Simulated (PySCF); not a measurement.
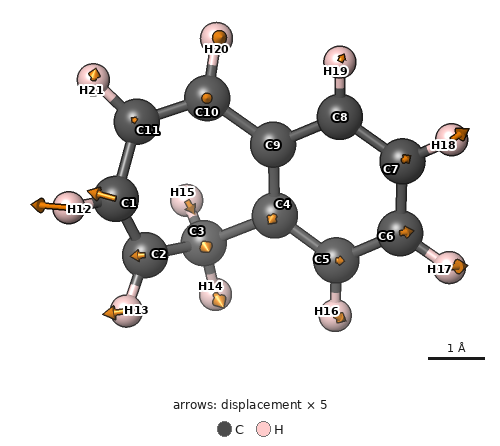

This is a relaxation of C₁₁H₁₀. The starting structure is drawn; orange arrows show the displacements, magnified 5 times. The two geometries are superimposed by the best rigid fit.

A ball-and-stick model, seen at a tilt.

The start comes from GFN2-xTB. Its atoms were then displaced at random by about 0.01 Å.

These are results of PBE0-D3(BJ)/def2-SVP geometry optimisation, gas phase (PySCF), not measurements. 

> What happened in the run?

Over 8 geometry steps the energy falls by 5.59 kcal/mol. The largest move after the best rigid fit is that of H12, 0.17 Å. Largest moves by element: H 0.17 Å, C 0.12 Å. Among the contacts that change: C3–C4 1.554 → 1.505 Å, C1–C2 1.311 → 1.346 Å, C5–H16 1.062 → 1.093 Å, C4–C5 1.368 → 1.398 Å. Among the angles between lasting bonds that change: C2–C3–C4 107.4° → 110.8°, C11–C1–H12 113.5° → 116.6°, C5–C4–C9 122.0° → 119.3°.
